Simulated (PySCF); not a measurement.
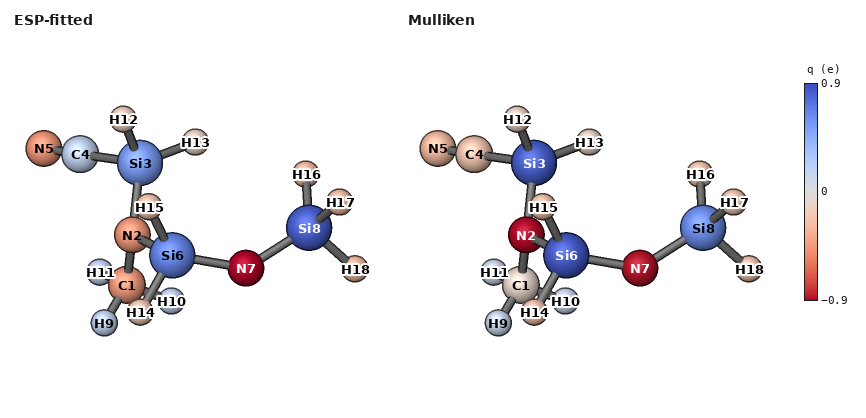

Atomic charges of one calculation by 2 schemes, on one colour scale. Charge −1, singlet. Computed geometry: GFN2-xTB optimisation. No frequency run is at hand to confirm it as a minimum. Level of theory: PBE0/pcSseg-1 (PySCF 2.14.0).

On which atom do the schemes disagree most?

Answer. On N2 (from −0.89 to −0.44 e).

List the charges (e), one line for each set of equivalent atoms.

```
atom  ESP-fitted  Mulliken
  C1       −0.44     −0.08
  N2       −0.44     −0.89
 Si3        0.53      0.81
  C4        0.16     −0.21
  N5       −0.46     −0.27
 Si6        0.64      0.83
  N7       −0.90     −0.87
 Si8        0.80      0.60
  H9        0.15      0.11
 H10        0.17      0.11
 H11        0.16      0.11
 H12       −0.12     −0.11
 H13       −0.11     −0.11
 H14       −0.18     −0.22
 H15       −0.20     −0.21
 H16       −0.25     −0.21
 H17       −0.26     −0.20
 H18       −0.26     −0.20
```

The geometry is semi-empirical. Around Si such bond lengths and angles can be off by a tenth of an ångström or more and by several degrees, and values that hang on the shape move with them.
